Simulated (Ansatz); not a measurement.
**Si2Mo: how well frozen cores do**

Does the method matter for Si2Mo? The same cell, functional and mesh are run with LAPW, all electrons, PAW on the default files and all-electron PAW on datasets made for the crystal.

Computed with Ansatz 0.2.0 (DFT PBEsol, scalar-relativistic, unless a step's input says otherwise).

### Step 1. The starting structure

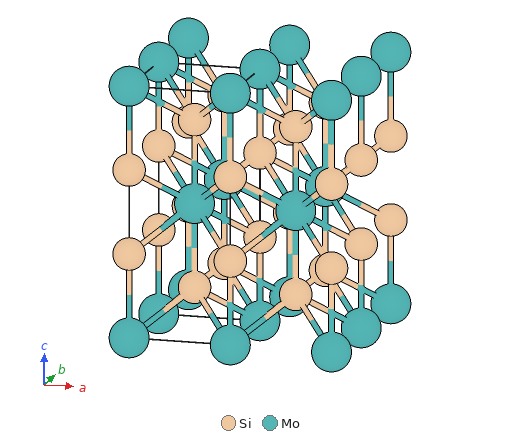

The starting structure, seen slightly off an axis (silicon light orange, molybdenum teal). 2×2×1 cells are drawn. Atoms on the faces are drawn again on the opposite ones. The cell drawn here is the conventional one.

As a file:

```cif
data_structure
_symmetry_space_group_name_H-M 'I4/mmm'
_symmetry_Int_Tables_number 139
_cell_length_a 3.2000
_cell_length_b 3.2000
_cell_length_c 7.8610
_cell_angle_alpha 90.000
_cell_angle_beta 90.000
_cell_angle_gamma 90.000
_cell_volume 80.50
loop_
_atom_site_label
_atom_site_type_symbol
_atom_site_symmetry_multiplicity
_atom_site_Wyckoff_symbol
_atom_site_fract_x
_atom_site_fract_y
_atom_site_fract_z
_atom_site_occupancy
Si1 Si 4 e 0.00000 0.00000 0.33300 1
Mo1 Mo 2 a 0.00000 0.00000 0.00000 1
```

The file gives the conventional cell by its symmetry; the runs use the cell typed in the input.

The structure is an experimental refinement, used without relaxation.

Atoms are numbered in the order of the input: Si1, Si2, Mo3.

### Step 2. LAPW, all electrons

input.yaml reads:

```yaml
crystal:
  lattice:
    - [-1.6, 1.6, 3.9305]
    - [1.6, -1.6, 3.9305]
    - [1.6, 1.6, -3.9305]
  atoms:
    - { symbol: Si, position: [0.333, 0.333, 0.0] }
    - { symbol: Si, position: [0.667, 0.667, 0.0] }
    - { symbol: Mo, position: [0.0, 0.0, 0.0] }
kpoints:
  mp_grid: { grid: [12, 12, 16] }
  band_path:
    path:
      - [0.0, 0.0, 0.0]
      - [0.0, 0.0, 0.5]
      - [0.25, 0.25, 0.25]
      - [0.0, 0.5, 0.0]
      - [0.0, 0.0, 0.0]
      - [0.5, 0.5, -0.5]
      - [0.2914270847, 0.7085729153, -0.2914270847]
      - [-0.2914270847, 0.2914270847, 0.2914270847]
      - [0.0, 0.0, 0.0]
    npoints: 14
scf:
  occupations: { method: fermi_dirac, width: 0.03 }
hamiltonian:
  xc: pbesol
  pseudopotentials: { kind: all_electron, lapw: { basis_error: 0.001 } }
output:
  forces: true
  stress: true
  eigenvalues: true
  populations: true
  dos: { projected: true, de: 0.2, e_range: [-14, 8] }
```

The run is started by

```bash
ansatz run input.yaml --threads 1 --pin off --max-ram 6144MiB --backend cpu --events-out ev --progress --plain --runs-dir out
```

What it wrote, shortened:

```text
Warning: crystal.symmetry: narrowed to the stabiliser of the k-point mesh — unitary ops 16 → 4; excluded 12 operations that carry a point of the 12×12×16 mesh (shift [0, 0, 0]) off the mesh (the run samples exactly the mesh kpoints.mp_grid names, as under crystal.symmetry.detect: false, [...]
Si: projections on atomic orbitals take those of the free atom 1s2 2s2 2p6 3s2 3p2, of charge +0.00 (hamiltonian.pseudopotentials.projection_atoms)
Mo: projections on atomic orbitals take those of the free atom 1s2 2s2 2p6 3s2 3p6 3d10 4s2 4p6 4d5 5s1, of charge +0.00 (hamiltonian.pseudopotentials.projection_atoms)
LAPW: plane waves up to 7.649 Å⁻¹, error target 1.0e-3 eV per atom; small_component_spin mean_spin; Si in spheres of 1.170 Å, 12 of its electrons in bands, Dirac shells []; Mo in spheres of 1.446 Å, 24 of its electrons in bands, Dirac shells []
[...]
Pseudopotentials: kind: all_electron
Pseudopotential: Si, LAPW, valence charge 12, Koelling and Harmon's equation, gaussian nucleus
Pseudopotential: Mo, LAPW, valence charge 24, Koelling and Harmon's equation, gaussian nucleus
Functional definition: PBEsol
[...]
Crystal: 3 atoms, lattice volume = 40.248 Å³
Basis set: ecut = 222.9288497515652 eV, 309 PW (Γ), FFT grids on a1+a3, a2+a3, a3, exchange–correlation at level 2
Bands: 29, of which v1, the nominal top of the filled ones, is band 24 counted from 1 (23 counted from 0)
Symmetry: 4 space group operations
k-points: 632 of 2304
[...]
SCF iter   1: F=—  HF=-125877.917149 eV  |F-HF|=—  |Δ(HF+E_count)|=         —  Δρ=4.23e-2  dr2=8.34e-1  ethr=1.73e-3  ⟨swp⟩=2.0  Hψ=121708  notcnv=0
[...]
the basis was enlarged: its passes take 365.9 KiB over the memory plan, 1 of 1 planned eigensolver slots
[...]
SCF iter  10: F=-125877.037173 eV  HF=-125877.037173 eV  |F-HF|=2.40e-8  |Δ(HF+E_count)|=   6.37e-8  Δρ=3.83e-6  dr2=1.30e-8  ethr=5.43e-10  ⟨swp⟩=2.0  Hψ=51742  notcnv=0
[...]
NSCF: frozen V_eff on 113 k-points
SCF converged after 10 iterations
Free energy (F): -125877.037173 eV
[...]
E sigma→0 (E₀):  -125877.036816 eV
Entropy (-TS):   -0.000714 eV (-0.238 meV/atom)
Fermi energy:    18.054663 eV
[...]
--- Forces (eV/Å), atoms counted from 1 ---
  atom   1  Si     0.00067757     0.00067757     0.33070057
  atom   2  Si    -0.00067757    -0.00067757    -0.33070057
  atom   3  Mo     0.00000000    -0.00000000    -0.00000000
[...]
--- Stress (GPa, compression-positive) ---
       -2.269196       0.015371      -0.005846
        0.015371      -2.269196      -0.005846
       -0.005846      -0.005846      -3.577277
  P = ⅓ Tr σ = -2.7052 GPa (-27.052 kbar)
--- Band table (eV; the first three rows and the last of 632) ---
[...]
--- Löwdin populations: 3 sites ---
  site symbol       q [e]
     0     Si     13.8587
     1     Si     13.8587
     2     Mo     42.0844
  spilling = 0.002832 (of n_electrons = 70.000000)
```

Wall time 2.6 min (1 thread of Arm Neoverse V2, shared host); peak memory 1.8 GiB.

This run gives: pressure -2.71 GPa; no gap; largest force 0.331 eV/Å.

Levels at the path's labelled points, in eV from the Fermi level:

```csv
point,band 21,band 22,band 23,band 24,band 25,band 26,band 27
Γ,-3.08,-2.68,-2.68,0.39,3.05,3.06,3.61
X,-5.29,-4.52,-3.10,-1.17,2.28,2.68,2.99
P,-6.27,-2.80,-2.09,-2.09,0.19,2.28,3.97
N,-4.50,-2.66,-2.53,-0.54,2.23,3.00,4.01
Γ,-3.08,-2.68,-2.68,0.39,3.05,3.06,3.61
M,-2.33,-0.61,-0.61,-0.54,-0.54,0.53,4.59
S,-2.83,-2.44,-2.35,-0.45,1.47,3.03,3.54
S0,-2.83,-2.44,-2.35,-0.45,1.47,3.03,3.54
Γ,-3.08,-2.68,-2.68,0.39,3.05,3.06,3.61
```

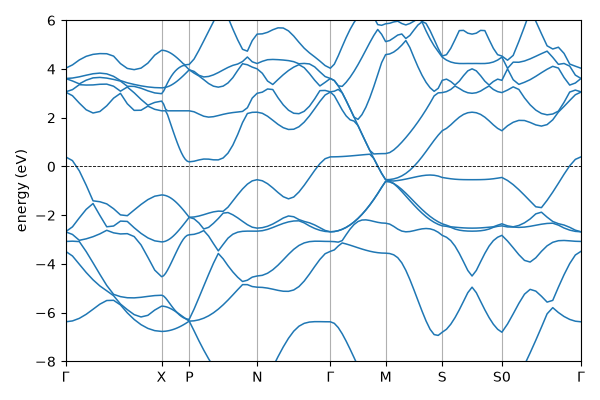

Bands along the path, counted from its Fermi level.

States per cell in windows of 1 eV (zero at the Fermi level; grid of 0.20 eV, so sharp peaks spill over the borders):

```csv
from,to,total,Mo 4d,Si 3p,Si 3s
-10,-9,0.75,0.12,0.22,0.35
-9,-8,0.94,0.19,0.29,0.41
-8,-7,0.64,0.17,0.23,0.23
-7,-6,0.63,0.17,0.33,0.09
-6,-5,1.25,0.31,0.81,0.07
-5,-4,0.82,0.27,0.38,0.12
-4,-3,1.56,0.75,0.55,0.16
-3,-2,3.50,2.01,1.20,0.16
-2,-1,1.88,1.02,0.73,0.06
-1,0,0.73,0.60,0.10,0.01
0,1,0.55,0.31,0.15,0.07
1,2,1.47,0.82,0.37,0.19
2,3,2.09,1.06,0.53,0.35
3,4,1.87,0.60,0.56,0.25
4,5,1.91,0.44,0.70,0.23
```

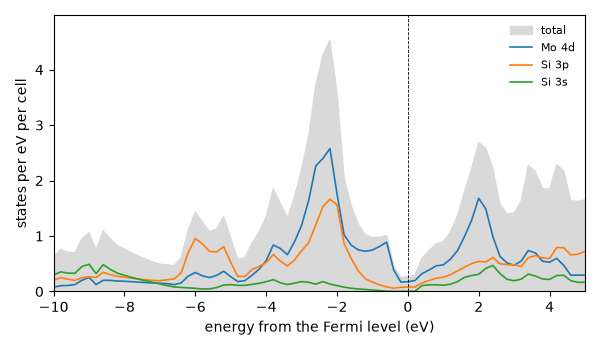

Density of states, total and projected.

### Step 3. PAW on the default files

Edit input.yaml of step 2 so:

```diff
@@ -27,3 +27,3 @@
   xc: pbesol
-  pseudopotentials: { kind: all_electron, lapw: { basis_error: 0.001 } }
+  pseudopotentials: { kind: paw }
 output:
@@ -32,3 +32,9 @@
   eigenvalues: true
+  efg: { contact_densities: true }
   populations: true
+  bader: true
   dos: { projected: true, de: 0.2, e_range: [-14, 8] }
+  write_density: true
+  write_potential: true
+  elf: true
+  volumetric_format: npy
```

The run is started by

```bash
ansatz run input.yaml --threads 1 --pin off --max-ram 6144MiB --backend cpu --events-out ev --progress --plain --runs-dir out
```

What it wrote:

```text
Warning: crystal.symmetry: narrowed to the stabiliser of the k-point mesh — unitary ops 16 → 4; excluded 12 operations that carry a point of the 12×12×16 mesh (shift [0, 0, 0]) off the mesh (the run samples exactly the mesh kpoints.mp_grid names, as under crystal.symmetry.detect: false, and its converged state has the mesh's symmetry, not the crystal's; ε∞, the Born charges and the force constants of a linear response (`dielectric:` by the response, `phonons.method: dfpt`) are averaged over those of the crystal's operations that the state keeps within a tolerance, where `mesh_tensors`, `unaveraged_element` or `gamma_mean_max_change_ev_ang2` stands beside them; a row that `dielectric.field_direction` solves alone is averaged likewise, with nothing beside; a Γ-centred mesh of equal divisions is mapped onto itself by every operation and keeps the whole group, as does a half-shifted one under kpoints.further_shifts: images)
Mo: output.efg is read without spin–orbit coupling, which moves field gradients at and beside such atoms by some per cent and up to a factor of two; PAW files take it under magnetization.noncollinear and magnetization.spin_orbit
Engine: ansatz 0.2.0
Pseudopotentials: kind: paw
Pseudopotential: Si, paw, valence charge 4, recommended cutoff 420 eV (normal)
Pseudopotential: Mo, paw, valence charge 14, recommended cutoff 420 eV (normal)
[... 1 set-up line as earlier in the session ...]
  exchange = pbesol_x
  correlation = pbesol_c
Crystal: 3 atoms, lattice volume = 40.248 Å³
Basis set: ecut = 420 eV, 769 PW (Γ), exchange–correlation on 64×64×64 points (8 copies of the dense FFT grid, shifted against one another)
Bands: 15, of which v1, the nominal top of the filled ones, is band 11 counted from 1 (10 counted from 0)
[... 1 set-up line as earlier in the session ...]
k-points: 632 of 2304
Non-local potential: Si, projectors of the file, l = 0: 2, l = 1: 2, l = 2: 2
Non-local potential: Mo, projectors of the file, l = 0: 3, l = 1: 2, l = 2: 2, l = 3: 1
PAW form: soft (Blöchl's): semilocal exchange-correlation on the pseudo side does not see the compensation charge
PAW frozen core: Si, regenerated for the run's functional, and the local potential with it (the file was generated under x = pbe(κ = 0.804, μ = 0.2195149727645171), c = pbe(β = 0.06672455060314922))
PAW frozen core: Mo, regenerated for the run's functional, and the local potential with it (the file was generated under x = pbe(κ = 0.804, μ = 0.2195149727645171), c = pbe(β = 0.06672455060314922))
PAW one-centre angular grid: Si, 110 points (default); XC on 64 Gauss nodes
PAW one-centre angular grid: Mo, 590 points (default); XC on 64 Gauss nodes
Initial density: superposition of atomic densities (neutral atoms: chi_scale 0, normalization atom), corrected by the library's trained network
Initial wavefunctions: pseudopotential atomic-orbital guess
Functional: x = pbesol(κ = 0.804, μ = 0.12345679012345678), c = pbesol(β = 0.046)
SCF iter   1: F=—  HF=-6142.259637 eV  |F-HF|=—  |Δ(HF+E_count)|=         —  Δρ=5.47e-3  dr2=8.72e-3  ethr=1.77e-3  ⟨swp⟩=5.9  Hψ=55558  notcnv=0
preconditioner: auto → Kerker (q_TF=auto, 2.467 Å⁻¹)  [metal: Δε(μ)=0.021 eV  Ē_g=7.724 eV  σ=0.030 eV  W_gap=0.17  n_scr=10 (ndim 8)  ℏωp=21.9 eV  f_vac=0.000  D(μ)=0.24/eV (n_scr^D=0)]
SCF iter   2: F=—  HF=-6142.258004 eV  |F-HF|=—  |Δ(HF+E_count)|=   1.63e-3  Δρ=2.75e-3  dr2=2.07e-3  ethr=3.96e-5  ⟨swp⟩=1.7  Hψ=15669  notcnv=0
SCF iter   3: F=—  HF=-6142.257513 eV  |F-HF|=—  |Δ(HF+E_count)|=   4.91e-4  Δρ=6.43e-4  dr2=1.96e-4  ethr=9.43e-6  ⟨swp⟩=2.1  Hψ=15893  notcnv=0
SCF iter   4: F=—  HF=-6142.257465 eV  |F-HF|=—  |Δ(HF+E_count)|=   4.85e-5  Δρ=1.33e-4  dr2=6.64e-6  ethr=8.89e-7  ⟨swp⟩=2.6  Hψ=14161  notcnv=0
SCF iter   5: F=—  HF=-6142.257461 eV  |F-HF|=—  |Δ(HF+E_count)|=   3.99e-6  Δρ=2.22e-5  dr2=1.90e-7  ethr=3.02e-8  ⟨swp⟩=2.0  Hψ=13281  notcnv=0
SCF iter   6: F=-6142.257461 eV  HF=-6142.257461 eV  |F-HF|=1.47e-9  |Δ(HF+E_count)|=   2.80e-8  Δρ=3.22e-6  dr2=3.26e-9  ethr=4.55e-10  ⟨swp⟩=8.2  Hψ=59381  notcnv=0
SCF 1 converged in 6 iterations: F = -6142.257461 eV  dr2 = 3.26e-9
NSCF: frozen V_eff on 113 k-points
SCF converged after 6 iterations
Free energy (F): -6142.257461 eV
Harris-Foulkes:  -6142.257461 eV  (|F-HF|=1.47e-9)
Internal energy: -6142.256747 eV  (E = F + TS)
E sigma→0 (E₀):  -6142.257104 eV
Entropy (-TS):   -0.000714 eV (-0.238 meV/atom)
Fermi energy:    15.914738 eV
--- Per-component energies (eV) ---
  E_band       = -48.158347
  E_kinetic    = 531.053317
  E_local      = -1149.752374  (includes V_loc(G=0)·N_el)
  E_nonlocal   = 194.666672
  E_hartree    = 427.269507
  E_xc         = -296.587484
  E_vxc        = -328.533825  (∫ρ·V_xc dr)
  E_paw        = -4141.656724  (= ΣΔE_a)
  E_vpaw       = -150.129575  (= ΣTr[D̂ρ^β])
  E_aug_tail   = 0.000037  (compensation charges beyond the density's cutoff)
  E_ewald      = -1707.522119
  E_core_change = 0.272421  (= ΣΔE_core)
  E_smearing   = -0.000714  (= −TS)
  E_closure    = 0.000000  (closes the sum)
  Σ components = -6142.257461   (vs F -6142.257461, Δ=0.00e0)
--- Forces (eV/Å), atoms counted from 1 ---
  atom   1  Si     0.00068145     0.00068145     0.33131407
  atom   2  Si    -0.00068145    -0.00068145    -0.33131407
  atom   3  Mo     0.00000000     0.00000000     0.00000000
  max |Σ_I F_I| component: 2.74e-29 eV/Å
--- Stress (GPa, compression-positive) ---
       -2.308998       0.015230      -0.005874
        0.015230      -2.308998      -0.005874
       -0.005874      -0.005874      -3.617897
  P = ⅓ Tr σ = -2.7453 GPa (-27.453 kbar)
--- PAW observables at the nuclei: V_zz in 10²¹ V/m², potentials from the cell's mean, atoms counted from 1 ---
  atom   1  Si V_zz =    -1.167453   η = 0.0046   by run symmetry: allowed
            electrostatic potential = -1368.089405 V   contact ρ = 12761.332021 e/Å³
  atom   2  Si V_zz =    -1.167453   η = 0.0046   by run symmetry: allowed
            electrostatic potential = -1368.089405 V   contact ρ = 12761.332021 e/Å³
  atom   3  Mo V_zz =    -5.894606   η = 0.0103   by run symmetry: allowed
            electrostatic potential = -6357.862051 V   contact ρ = 594298.438234 e/Å³
--- Band table (eV; the first three rows and the last of 632) ---
  k-point 0: bands = ["-44.7525", "-18.9456", "-18.8412", "-18.8403", "2.4369", "9.5413", "12.4338", "12.8364", "13.2335", "13.2339", "16.3078", "18.9697", "18.9756", "19.5273", "19.5278"]
  k-point 1: bands = ["-44.7511", "-18.9436", "-18.8500", "-18.8495", "2.5580", "9.6506", "11.9904", "12.8724", "12.9193", "13.7121", "15.8581", "18.5957", "19.2152", "19.3282", "19.5803"]
  k-point 2: bands = ["-44.7471", "-18.9381", "-18.8772", "-18.8733", "2.9147", "9.9491", "11.4096", "12.1955", "12.9847", "14.2920", "14.8271", "18.1544", "19.2529", "19.5123", "19.6928"]
  k-point 631: bands = ["-44.7519", "-18.9700", "-18.8428", "-18.8419", "4.2657", "5.8896", "12.3562", "13.5861", "15.3007", "15.3013", "15.3736", "15.3738", "16.4424", "20.5091", "21.0394"]
--- Löwdin populations: 3 sites ---
  site symbol       q [e]
     0     Si      3.8562
     1     Si      3.8562
     2     Mo     14.0773
  spilling = 0.009557 (of n_electrons = 22.000000)
--- Bader charges: 3 sites ---
  site symbol  charge [e]  shift [e]
     0     Si     -0.0348     0.0022
     1     Si     -0.0348     0.0022
     2     Mo      0.0696     0.0043
  estimated error of the sums over rays = 5.8e-4 e
```

Run time: 50 s. Hardware: 1 thread of Arm Neoverse V2, shared host; peak memory 0.62 GiB.

In short: pressure -2.75 GPa; no gap; largest force 0.331 eV/Å; Vzz Si1 -1.2, Mo3 -5.9 (10²¹ V/m²).

```csv
atom,Bader charge (e),basin volume (Å³)
Si1,-0.03,12.74
Mo3,+0.07,14.76
```

The fields are shown in the conventional cell of this run's space group, carried over from its grid by interpolation.

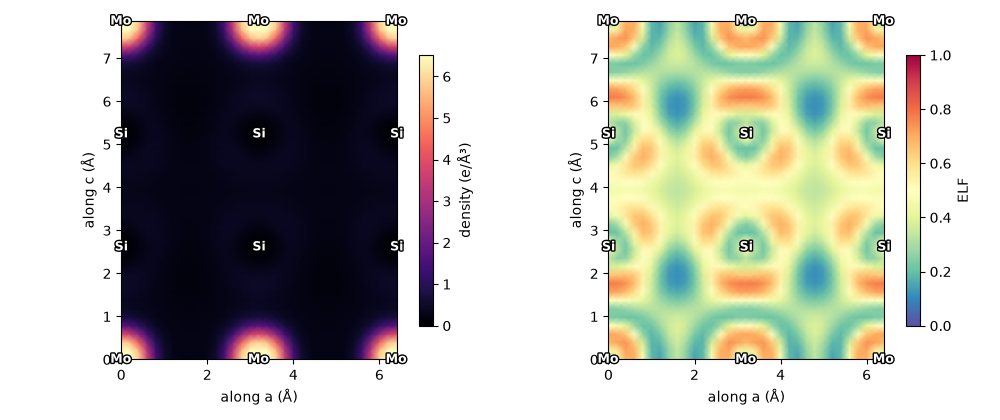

Density (left) and ELF (right) in a lattice plane of the grid's cell (edges 3.20 and 7.86 Å, at 0.000 of the third edge), which holds Si and Mo. Only atoms in the plane are labelled. Both are smooth fields of the valence electrons: close to the nuclei they are not physical.

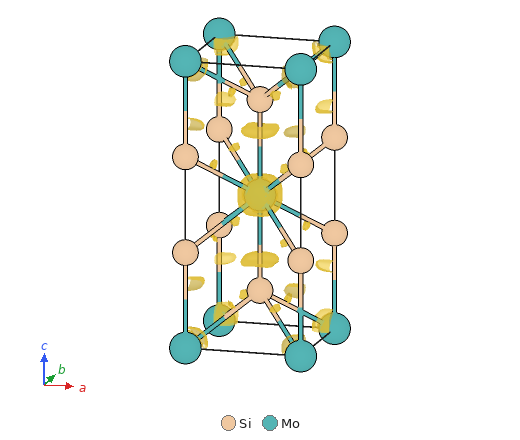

Surface of ELF = 0.72, drawn in one cell.

Outside the cores ELF peaks at 0.78 on the Si–Mo line, 0.8 Å from Si.

### Step 4. All-electron PAW on datasets made for the crystal

Edit input.yaml of step 3 so:

```diff
@@ -22,3 +22,3 @@
       - [0.0, 0.0, 0.0]
-    npoints: 14
+    npoints: 8
 scf:
@@ -27,3 +27,3 @@
   xc: pbesol
-  pseudopotentials: { kind: paw }
+  pseudopotentials: { kind: all_electron, datasets: crystal }
 output:
@@ -33,8 +33 @@
   efg: { contact_densities: true }
-  populations: true
-  bader: true
-  dos: { projected: true, de: 0.2, e_range: [-14, 8] }
-  write_density: true
-  write_potential: true
-  elf: true
-  volumetric_format: npy
```

The run is started by

```bash
ansatz run input.yaml --threads 1 --pin off --max-ram 6144MiB --backend cpu --events-out ev --progress --plain --runs-dir out
```

What it wrote, shortened:

```text
Warning: crystal.symmetry: narrowed to the stabiliser of the k-point mesh — unitary ops 16 → 4; excluded 12 operations that carry a point of the 12×12×16 mesh (shift [0, 0, 0]) off the mesh (the run samples exactly the mesh kpoints.mp_grid names, as under crystal.symmetry.detect: false, [...]
Mo: output.efg is read without spin–orbit coupling, which moves field gradients at and beside such atoms by some per cent and up to a factor of two; PAW files take it under magnetization.noncollinear and magnetization.spin_orbit
[...]
[... 1 set-up line as earlier in the session ...]
Pseudopotential: Si, paw, valence charge 4, recommended cutoff 300 eV (normal), Koelling and Harmon's equation, gaussian nucleus
Pseudopotential: Mo, paw, valence charge 14, recommended cutoff 300 eV (normal), Koelling and Harmon's equation, gaussian nucleus
[... 1 set-up line as earlier in the session ...]
[...]
Crystal: 3 atoms, lattice volume = 40.248 Å³
[...]
  atom   2  Si    -0.00067752    -0.00067752    -0.33058296
  atom   3  Mo     0.00000000    -0.00000000    -0.00000000
[...]
--- Stress (GPa, compression-positive) ---
       -2.269967       0.015336      -0.005841
        0.015336      -2.269967      -0.005841
       -0.005841      -0.005841      -3.577386
  P = ⅓ Tr σ = -2.7058 GPa (-27.058 kbar)
  It holds what live shells' own plane waves past their cutoff add
--- PAW observables at the nuclei: V_zz in 10²¹ V/m², potentials from the cell's mean, atoms counted from 1 ---
  atom   1  Si V_zz =    -1.140432   η = 0.0047   by run symmetry: allowed
            electrostatic potential = -1366.662515 V   contact ρ = 12770.225448 e/Å³
  atom   2  Si V_zz =    -1.140432   η = 0.0047   by run symmetry: allowed
            electrostatic potential = -1366.662515 V   contact ρ = 12770.225448 e/Å³
  atom   3  Mo V_zz =    -5.972394   η = 0.0103   by run symmetry: allowed
            electrostatic potential = -6356.062762 V   contact ρ = 594346.918869 e/Å³
--- Band table (eV; the first three rows and the last of 632) ---
  k-point 0: bands = ["4.5762", "11.6793", "14.5713", "14.9766", "15.3730", "15.3734", "18.4487", "21.1074", "21.1177"]
[...]
```

Run time: 48 s. Hardware: 1 thread of Arm Neoverse V2, shared host; peak memory 1.2 GiB.

Read from it: pressure -2.71 GPa; no gap; largest force 0.331 eV/Å; Vzz Si1 -1.1, Mo3 -6.0 (10²¹ V/m²).

```csv
atom,contact density (e/Å³)
Si1,12770.23
Mo3,594346.9
```

### Step 5. The methods compared

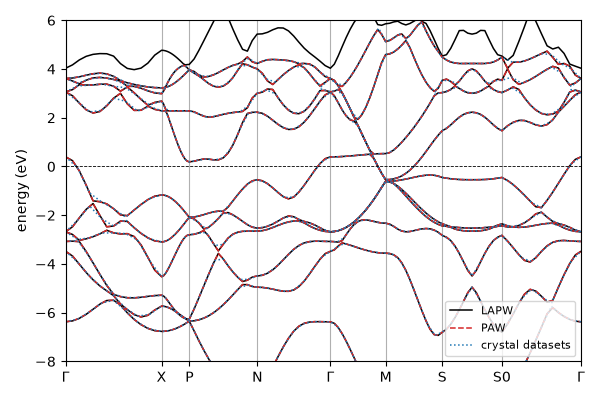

Bands of 3 runs (LAPW; PAW; crystal datasets) drawn together, counted from each run's Fermi level.

| method | pressure (GPa) | largest force (eV/Å) | Vzz Si1 (10²¹ V/m²) | Vzz Mo3 (10²¹ V/m²) | SCF cycles, all passes |
| --- | --- | --- | --- | --- | --- |
| LAPW | -2.71 | 0.331 | – | – | 10 |
| PAW | -2.75 | 0.331 | -1.17 | -5.89 | 6 |
| crystal datasets | -2.71 | 0.331 | -1.14 | -5.97 | 10 |

### Step 6. Summary of results

```
           quantity                                               value
           pressure   LAPW -2.71, PAW -2.75, crystal datasets -2.71 GPa
         gap (LAPW)                                                none
      largest force  LAPW 0.331, PAW 0.331, crystal datasets 0.331 eV/Å
Bader charges (PAW)                              Si1 -0.03, Mo3 +0.07 e
  highest ELF (PAW)                                0.78, 0.85 Å from Si
```

What this shows: The pressure of -2.7 GPa pushes the cell to shrink, with the atoms held in place. There is no gap at this level; the crystal is a metal here. Within 0.3 eV of the Fermi level the largest projected share is Mo 4d (68 %). The projection holds only the free atom's occupied shells (Si 3s, Si 3p, Mo 5s, Mo 4d in this range). The field gradient at Mo3, the largest by crystal datasets, is -5.89 by PAW and -5.97 by crystal datasets (10²¹ V/m²), within 5 %. No spin–orbit coupling: at heavy atoms the gradients can be off by tens of per cent for that reason. In pressure, PAW differs from LAPW by -0.04 GPa. The forces differ by at most 1 meV/Å in a component, on a largest force of 0.331 eV/Å. LAPW took about 3 times as long as PAW (2.6 min against 50 s, on a shared host and with the outputs that each input asks for). The k mesh doesn't keep the crystal's whole symmetry, which leaves small spurious terms.
